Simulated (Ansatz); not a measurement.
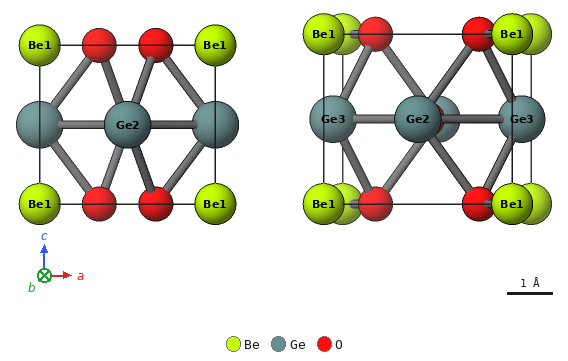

Two geometries of a crystal of BeGe₂O₃ (built on the LaAl2Cu3-65 type type), drawn at one scale. One is the start of a relaxation, the other its converged end. A ball-and-stick model of the cell of the calculation, seen along the b axis.

Computed with DFT, PBEsol, plane waves, PAW (Ansatz 0.2.0). Set-up: plane-wave cutoff 420 eV; k-point mesh 6 × 6 × 6; occupations fermi dirac; smearing width 0.03 eV; no spin polarisation; cell and atoms relaxed; force threshold 0.01 eV/Å; at most 120 steps.

**Which one is relaxed?**

The right one is the relaxed one. After 16 accepted moves (19 points after the start) the energy has fallen by 8.351 eV per cell of the calculation. Largest force component: 1.7 eV/Å at the start, 0.00095 eV/Å at the end. The pressure goes from 15.13 to 0.01 GPa. At 3 points the geometry stayed and the basis and grid were re-selected for the new cell (energy shift of 0.171 eV per cell of the calculation at most each time). The largest moves relative to the cell, 1.07 Å, are those of O atoms. Ge and Be stay in place. The volume changes by +21.9 %, with a = b 4.466 → 4.582 Å (+2.6 %), c 3.546 → 3.796 Å (+7.0 %), γ 118.5° → 107.9°. Near-neighbour distances that change, for instance: Be–O 2.601 → 1.438 Å, Ge–Ge 2.285 → 2.697 Å, Ge–O 2.217 → 2.365 Å, Ge–O 2.233 → 2.291 Å. New bonds form, among them: Be–O (2.60 → 1.44 Å). Among the angles between lasting bonds that change: Ge–O–Ge 61.5° → 72.1°, Ge–O–Ge 118.5° → 107.9°, Ge–Ge–O 120.8° → 126.1°. The space group stays Cmmm (No. 65).
